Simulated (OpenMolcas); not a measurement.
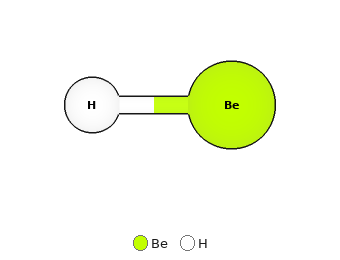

The molecule at the reference distance of 1.465 Å.

Relativistic diatomic calculation for BeH⁻ (part 1 of 2)

- system: BeH⁻.
- method: SA-CASSCF(4,5)/XMS-CASPT2 + RASSI spin-orbit (X2C scalar, AMFI), ANO-RCC-VTZP (OpenMolcas)

### The input
```
&GATEWAY
Coord
2
angstrom
Be 0.0 0.0 0.0
H 0.0 0.0 1.4650
Basis=ANO-RCC-VTZP
Group=XY
RX2C
AMFI
ANGMom
0.0 0.0 0.0
RICD
&SEWARD
&GUESSORB
&RASSCF
FileOrb=$CurrDir/o11.orb
Symmetry=1
Spin=1
nActEl=4 0 0
Inactive=1 0
RAS2=3 2
CIRoot=6 6 1
Linear
Iterations=120 100
OrbListing=Nothing
PRWF=0.15
>>COPY $Project.RasOrb $CurrDir/o11.orb
>>COPY $Project.rasscf.h5 $CurrDir/r11.h5
&CASPT2
XMultistate=all
Imaginary=0.2
IPEA=0.25
MaxIter=40
>>COPY $Project.JobMix JOB001
&RASSCF
FileOrb=$CurrDir/o32.orb
Symmetry=2
Spin=3
nActEl=4 0 0
Inactive=1 0
RAS2=3 2
CIRoot=8 8 1
Linear
Iterations=120 100
OrbListing=Nothing
PRWF=0.15
>>COPY $Project.RasOrb $CurrDir/o32.orb
>>COPY $Project.rasscf.h5 $CurrDir/r32.h5
&CASPT2
XMultistate=all
Imaginary=0.2
IPEA=0.25
MaxIter=40
>>COPY $Project.JobMix JOB002
&RASSCF
FileOrb=$CurrDir/o31.orb
Symmetry=1
Spin=3
nActEl=4 0 0
Inactive=1 0
RAS2=3 2
CIRoot=7 7 1
Linear
Iterations=120 100
OrbListing=Nothing
PRWF=0.15
>>COPY $Project.RasOrb $CurrDir/o31.orb
>>COPY $Project.rasscf.h5 $CurrDir/r31.h5
&CASPT2
XMultistate=all
Imaginary=0.2
IPEA=0.25
MaxIter=40
>>COPY $Project.JobMix JOB003
&RASSCF
CIOnly
FileOrb=$CurrDir/ref.orb
Symmetry=1
Spin=5
nActEl=4 0 0
Inactive=1 0
RAS2=3 2
CIRoot=1 1 1
Linear
Iterations=120 100
OrbListing=Nothing
PRWF=0.15
>>COPY $Project.RasOrb $CurrDir/o51.orb
>>COPY $Project.rasscf.h5 $CurrDir/r51.h5
&CASPT2
XMultistate=all
Imaginary=0.2
IPEA=0.25
MaxIter=40
>>COPY $Project.JobMix JOB004
&RASSI
Nr of JobIphs=4 6 8 7 1
1 2 3 4 5 6
1 2 3 4 5 6 7 8
1 2 3 4 5 6 7
1
SpinOrbit
EJob
Omega
MEES
MESO
Properties=4
'AngMom' 3 'Mltpl  1' 1 'Mltpl  1' 2 'Mltpl  1' 3
Thrs=1.0d-4
>>COPY $Project.rassi.h5 $CurrDir/so.h5
```

The first orbital files come from an earlier step.

Run as:
```bash
pymolcas m.inp (one call a module block, same work directory)
```

### Log (extracts)
```
++    Wave function specifications:
      Number of closed shell electrons           2
      Number of electrons in active shells       4
      Number of inactive orbitals                1
      Number of active orbitals                  5
      Number of secondary orbitals              38
      Spin quantum number                      0.0
      State symmetry                             1
++    Orbital specifications:
      Symmetry species                           1   2
                                                 a   b
      Frozen orbitals                            0   0
      Inactive orbitals                          1   0
      Active orbitals                            3   2
      RAS2 orbitals                              3   2
      Secondary orbitals                        20  18
      Number of basis functions                 24  20
      printout of CI-coefficients larger than  0.15 for root  1
      energy=     -15.139037
      conf/sym  111 22     Coeff  Weight
            12  022 00  -0.95101 0.90442
            13  020 20   0.18822 0.03543
            15  020 02   0.18822 0.03543
      printout of CI-coefficients larger than  0.15 for root  2
      energy=     -15.058126
      conf/sym  111 22     Coeff  Weight
             3  u2d 00  -0.99034 0.98078
      printout of CI-coefficients larger than  0.15 for root  3
      energy=     -14.991577
      conf/sym  111 22     Coeff  Weight
            13  020 20  -0.70083 0.49117
            15  020 02   0.70083 0.49117
      printout of CI-coefficients larger than  0.15 for root  4
      energy=     -14.991577
      conf/sym  111 22     Coeff  Weight
            14  020 ud   0.99113 0.98233
      printout of CI-coefficients larger than  0.15 for root  5
      energy=     -14.954134
      conf/sym  111 22     Coeff  Weight
            12  022 00   0.24851 0.06176
            13  020 20   0.67412 0.45444
            15  020 02   0.67412 0.45444
      printout of CI-coefficients larger than  0.15 for root  6
      energy=     -14.877477
      conf/sym  111 22     Coeff  Weight
             1  220 00   0.17583 0.03092
             8  ud2 00   0.93094 0.86665
             9  ud0 20  -0.19241 0.03702
            11  ud0 02  -0.19241 0.03702
      Natural orbitals and occupation numbers for root  1
      sym 1:   0.001154   1.998009   1.820452
      sym 2:   0.090193   0.090193
      Natural orbitals and occupation numbers for root  2
      sym 1:   1.090534   1.982999   0.901317
      sym 2:   0.012575   0.012575
      Natural orbitals and occupation numbers for root  3
      sym 1:   0.000360   1.981225   0.018414
      sym 2:   1.000000   1.000000
      Natural orbitals and occupation numbers for root  4
      sym 1:   0.000360   1.981225   0.018414
      sym 2:   1.000000   1.000000
      Natural orbitals and occupation numbers for root  5
      sym 1:   0.009253   1.962712   0.157115
      sym 2:   0.935460   0.935460
      Natural orbitals and occupation numbers for root  6
      sym 1:   1.230500   0.821890   1.779130
      sym 2:   0.084240   0.084240
      RASSCF energy for state  6                    -14.87747747
::    RASSCF root number  1 Total energy:    -15.13903706
::    RASSCF root number  2 Total energy:    -15.05812580
::    RASSCF root number  3 Total energy:    -14.99157687
::    RASSCF root number  4 Total energy:    -14.99157687
::    RASSCF root number  5 Total energy:    -14.95413407
::    RASSCF root number  6 Total energy:    -14.87747747
      Von Neumann Entropy (Root   1) =  0.53440
++    Wave function specifications:
      Number of closed shell electrons           0
      Number of electrons in active shells       4
      Number of inactive orbitals                0
      Number of active orbitals                  5
      Number of secondary orbitals              38
      Spin quantum number                      0.0
      State symmetry                             1
      Number of CSFs                            28
      Number of CASSCF root(s) available         6
      CASPT2 state passed to geometry opt.       6
      A file JOBMIX will be created
      This is a MULTI-STATE CASSCF reference
      Number of CI roots used                    6
      These are:                                 1   2   3   4   5   6
      Off-diagonal elements of Heff are computed
  FINAL CASPT2 RESULT:
      Reference energy:         -15.1390370644
      E2 (Non-variational):      -0.0600700324
      Shift correction:          -0.0024186188
      E2 (Variational):          -0.0624886512
      Total energy:             -15.2015257157
      Reference weight:           0.95538
  FINAL CASPT2 RESULT:
      Reference energy:         -15.0581257969
      E2 (Non-variational):      -0.0500701171
      Shift correction:          -0.0023623301
      E2 (Variational):          -0.0524324471
      Total energy:             -15.1105582441
      Reference weight:           0.96044
  FINAL CASPT2 RESULT:
      Reference energy:         -14.9915768695
      E2 (Non-variational):      -0.0570836956
      Shift correction:          -0.0024705708
      E2 (Variational):          -0.0595542664
      Total energy:             -15.0511311359
      Reference weight:           0.95360
  FINAL CASPT2 RESULT:
      Reference energy:         -14.9915768695
      E2 (Non-variational):      -0.0570880221
      Shift correction:          -0.0024710141
      E2 (Variational):          -0.0595590362
      Total energy:             -15.0511359057
      Reference weight:           0.95359
  FINAL CASPT2 RESULT:
      Reference energy:         -14.9541340676
      E2 (Non-variational):      -0.0590948373
      Shift correction:          -0.0026868442
      E2 (Variational):          -0.0617816815
      Total energy:             -15.0159157491
      Reference weight:           0.95293
  FINAL CASPT2 RESULT:
      Reference energy:         -14.8774774680
      E2 (Non-variational):      -0.0465776747
      Shift correction:          -0.0043373514
      E2 (Variational):          -0.0509150261
      Total energy:             -14.9283924941
      Reference weight:           0.94714
       Total XMS-CASPT2 energies:
::    XMS-CASPT2 Root  1     Total energy:    -15.19783019
::    XMS-CASPT2 Root  2     Total energy:    -15.10929162
::    XMS-CASPT2 Root  3     Total energy:    -15.05113591
::    XMS-CASPT2 Root  4     Total energy:    -15.05113114
::    XMS-CASPT2 Root  5     Total energy:    -15.01906855
::    XMS-CASPT2 Root  6     Total energy:    -14.93020183
++    Wave function specifications:
      Number of closed shell electrons           2
      Number of electrons in active shells       4
      Number of inactive orbitals                1
      Number of active orbitals                  5
      Number of secondary orbitals              38
      Spin quantum number                      1.0
      State symmetry                             2
      printout of CI-coefficients larger than  0.15 for root  1
      energy=     -15.103531
      conf/sym  111 22     Coeff  Weight
             8  udu 0u   0.15024 0.02257
            10  02u 0u  -0.95915 0.91996
      printout of CI-coefficients larger than  0.15 for root  2
      energy=     -15.103531
      conf/sym  111 22     Coeff  Weight
             7  udu u0  -0.15024 0.02257
             9  02u u0   0.95915 0.91996
      printout of CI-coefficients larger than  0.15 for root  3
      energy=     -14.982882
      conf/sym  111 22     Coeff  Weight
             3  u20 u0   0.17354 0.03012
             4  u20 0u  -0.92988 0.86469
            14  u02 0u   0.18631 0.03471
            18  uuu 0d   0.19925 0.03970
      printout of CI-coefficients larger than  0.15 for root  4
      energy=     -14.982882
      conf/sym  111 22     Coeff  Weight
             3  u20 u0  -0.92988 0.86469
             4  u20 0u  -0.17354 0.03012
            13  u02 u0   0.18631 0.03471
            17  uuu d0   0.19925 0.03970
      printout of CI-coefficients larger than  0.15 for root  5
      energy=     -14.913662
      conf/sym  111 22     Coeff  Weight
            15  0u2 u0  -0.66386 0.44071
            16  0u2 0u  -0.63274 0.40036
            21  0u0 2u   0.17881 0.03197
            22  0u0 u2  -0.18760 0.03519
      printout of CI-coefficients larger than  0.15 for root  6
      energy=     -14.913662
      conf/sym  111 22     Coeff  Weight
            15  0u2 u0   0.63274 0.40036
            16  0u2 0u  -0.66386 0.44071
            21  0u0 2u   0.18760 0.03519
            22  0u0 u2   0.17881 0.03197
      printout of CI-coefficients larger than  0.15 for root  7
      energy=     -14.893794
      conf/sym  111 22     Coeff  Weight
             7  udu u0   0.73639 0.54227
             9  02u u0   0.16492 0.02720
            11  uud u0  -0.47216 0.22293
            15  0u2 u0   0.19721 0.03889
            17  uuu d0   0.34250 0.11731
      printout of CI-coefficients larger than  0.15 for root  8
      energy=     -14.893794
      conf/sym  111 22     Coeff  Weight
             8  udu 0u   0.73639 0.54227
            10  02u 0u   0.16492 0.02720
            12  uud 0u  -0.47216 0.22293
            16  0u2 0u   0.19721 0.03889
            18  uuu 0d   0.34250 0.11731
      Natural orbitals and occupation numbers for root  1
      sym 1:   0.003699   1.986897   0.994600
      sym 2:   0.014804   1.000000
      Natural orbitals and occupation numbers for root  2
      sym 1:   0.003699   1.986897   0.994600
      sym 2:   1.000000   0.014804
      Natural orbitals and occupation numbers for root  3
      sym 1:   0.991816   1.871586   0.131473
      sym 2:   0.005125   1.000000
      Natural orbitals and occupation numbers for root  4
      sym 1:   0.991816   1.871586   0.131473
      sym 2:   1.000000   0.005125
      Natural orbitals and occupation numbers for root  5
      sym 1:   0.031412   1.004733   1.804786
      sym 2:   1.000000   0.159069
      Natural orbitals and occupation numbers for root  6
      sym 1:   0.031412   1.004733   1.804786
      sym 2:   0.159069   1.000000
      Natural orbitals and occupation numbers for root  7
      sym 1:   0.622489   1.340340   0.999950
      sym 2:   1.000000   0.037221
      Natural orbitals and occupation numbers for root  8
      sym 1:   0.622489   1.340340   0.999950
      sym 2:   0.037221   1.000000
      RASSCF energy for state  8                    -14.89379379
::    RASSCF root number  1 Total energy:    -15.10353141
::    RASSCF root number  2 Total energy:    -15.10353141
::    RASSCF root number  3 Total energy:    -14.98288206
::    RASSCF root number  4 Total energy:    -14.98288206
::    RASSCF root number  5 Total energy:    -14.91366178
::    RASSCF root number  6 Total energy:    -14.91366178
::    RASSCF root number  7 Total energy:    -14.89379379
::    RASSCF root number  8 Total energy:    -14.89379379
      Von Neumann Entropy (Root   1) =  1.07979
++    Wave function specifications:
      Number of closed shell electrons           0
      Number of electrons in active shells       4
      Number of inactive orbitals                0
      Number of active orbitals                  5
      Number of secondary orbitals              38
      Spin quantum number                      1.0
      State symmetry                             2
      Number of CSFs                            24
      Number of CASSCF root(s) available         8
      CASPT2 state passed to geometry opt.       8
      A file JOBMIX will be created
      This is a MULTI-STATE CASSCF reference
      Number of CI roots used                    8
      These are:                                 1   2   3   4   5   6   7   8
      Off-diagonal elements of Heff are computed
  FINAL CASPT2 RESULT:
      Reference energy:         -15.1035314054
      E2 (Non-variational):      -0.0598230027
      Shift correction:          -0.0030587904
      E2 (Variational):          -0.0628817931
      Total energy:             -15.1664131985
      Reference weight:           0.95297
  FINAL CASPT2 RESULT:
      Reference energy:         -15.1035314054
      E2 (Non-variational):      -0.0598230013
      Shift correction:          -0.0030587892
      E2 (Variational):          -0.0628817906
      Total energy:             -15.1664131960
      Reference weight:           0.95297
  FINAL CASPT2 RESULT:
      Reference energy:         -14.9828820622
      E2 (Non-variational):      -0.0384772907
      Shift correction:          -0.0019937710
      E2 (Variational):          -0.0404710617
      Total energy:             -15.0233531240
      Reference weight:           0.96700
  FINAL CASPT2 RESULT:
      Reference energy:         -14.9828820622
      E2 (Non-variational):      -0.0384772846
      Shift correction:          -0.0019937695
      E2 (Variational):          -0.0404710541
      Total energy:             -15.0233531163
      Reference weight:           0.96700
  FINAL CASPT2 RESULT:
      Reference energy:         -14.9136617788
      E2 (Non-variational):      -0.0595514791
      Shift correction:          -0.0061188304
      E2 (Variational):          -0.0656703095
      Total energy:             -14.9793320883
      Reference weight:           0.93165
  FINAL CASPT2 RESULT:
      Reference energy:         -14.9136617788
      E2 (Non-variational):      -0.0595514824
      Shift correction:          -0.0061188368
      E2 (Variational):          -0.0656703192
      Total energy:             -14.9793320980
      Reference weight:           0.93165
  FINAL CASPT2 RESULT:
      Reference energy:         -14.8937937947
      E2 (Non-variational):      -0.0287074891
      Shift correction:          -0.0034013105
      E2 (Variational):          -0.0321087996
      Total energy:             -14.9259025943
      Reference weight:           0.96504
  FINAL CASPT2 RESULT:
      Reference energy:         -14.8937937946
      E2 (Non-variational):      -0.0287072873
      Shift correction:          -0.0034012616
      E2 (Variational):          -0.0321085489
      Total energy:             -14.9259023435
      Reference weight:           0.96504
       Total XMS-CASPT2 energies:
::    XMS-CASPT2 Root  1     Total energy:    -15.16429121
::    XMS-CASPT2 Root  2     Total energy:    -15.16429120
::    XMS-CASPT2 Root  3     Total energy:    -15.02331517
::    XMS-CASPT2 Root  4     Total energy:    -15.02331516
::    XMS-CASPT2 Root  5     Total energy:    -14.97950623
::    XMS-CASPT2 Root  6     Total energy:    -14.97950618
::    XMS-CASPT2 Root  7     Total energy:    -14.92788842
::    XMS-CASPT2 Root  8     Total energy:    -14.92788820
++    Wave function specifications:
      Number of closed shell electrons           2
      Number of electrons in active shells       4
      Number of inactive orbitals                1
      Number of active orbitals                  5
      Number of secondary orbitals              38
      Spin quantum number                      1.0
      State symmetry                             1
      printout of CI-coefficients larger than  0.15 for root  1
      energy=     -15.052802
      conf/sym  111 22     Coeff  Weight
             2  u2u 00   0.29917 0.08951
             3  uu2 00  -0.94445 0.89200
      printout of CI-coefficients larger than  0.15 for root  2
      energy=     -15.025229
      conf/sym  111 22     Coeff  Weight
             8  0ud uu  -0.41298 0.17055
             9  002 uu   0.86420 0.74685
            19  0uu du  -0.21340 0.04554
            20  0uu ud   0.15090 0.02277
      printout of CI-coefficients larger than  0.15 for root  3
      energy=     -14.900281
      conf/sym  111 22     Coeff  Weight
             2  u2u 00   0.91238 0.83243
             3  uu2 00   0.32339 0.10458
            14  u0u 20   0.17377 0.03020
            17  u0u 02   0.17377 0.03020
      printout of CI-coefficients larger than  0.15 for root  4
      energy=     -14.882219
      conf/sym  111 22     Coeff  Weight
            18  0uu 20   0.70578 0.49813
  SPIN-FREE ENERGIES:
  (Shifted by EMIN (a.u.) =        -15.1978301930)
 SF State       Relative EMIN(au)   Rel lowest level(eV)    D:o, cm**(-1)      Abs_M
     1             0.0000000000        0.0000000000              0.0000         0.0
     7             0.0335389829        0.9126422192           7360.9559         1.0
     8             0.0335389969        0.9126425998           7360.9590         1.0
    15             0.0814683992        2.2168680768          17880.2469         0.0
     2             0.0885385695        2.4092572129          19431.9699         0.0
    16             0.1202665434        3.2726193645          26395.4553         0.0
     3             0.1466942874        3.9917549139          32195.6746         2.0
     4             0.1466990572        3.9918847067          32196.7215         2.0
     9             0.1745150268        4.7487958001          38301.6212         1.0
    10             0.1745150371        4.7487960810          38301.6234         1.0
     5             0.1787616386        4.8643519930          39233.6447         0.0
    22             0.2087775278        5.6811259485          45821.3710         0.0
    11             0.2183239595        5.9408975894          47916.5705         1.0
    12             0.2183240146        5.9408990879          47916.5826         1.0
    17             0.2458451537        6.6897874339          53956.7745         0.0
    18             0.2668248321        7.2606735663          58561.2817         2.0
    19             0.2668336099        7.2609124212          58563.2082         2.0
     6             0.2676283611        7.2825387054          58737.6359         0.0
    13             0.2699417741        7.3454898794          59245.3714         1.0
    14             0.2699419934        7.3454958472          59245.4195         1.0
    20             0.2917994757        7.9402682398          64042.5824         0.0
    21             0.2939862538        7.9997735028          64522.5247         0.0
```

(Continued in part 2.) Outcome of the run: converged; whether the anion is bound against detachment isn't tested.
